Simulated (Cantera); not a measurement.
Input: 1 mol CuO, a varied amount of CH₄, 16 mol H₂, at 1225 K and 2.48 Torr.

These are equilibrium values from Cantera (NASA tables, ideal gas, pure condensed phases), not measurements of a reactor. Candidate condensed phases: C, C₆H₆, C₇H₈, C₈H₁₈, Cu, CuO, Cu(OH)₂, Cu₂O, H₂O; 113 gas species. Kinetics and transport are ignored.

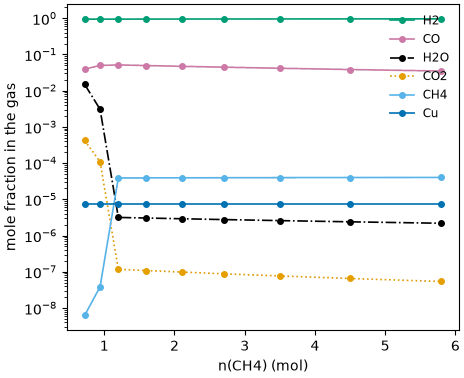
Fig. 1. Equilibrium gas composition (values under 1e-9 drawn at 1e-9)

From 0.72 mol CH₄ to 0.94 mol CH₄ the condensed part is Cu(s). From 1.2 mol CH₄ to 5.8 mol CH₄ the condensed part is C(graphite) + Cu(s). The main Cu-bearing gas is Cu throughout.
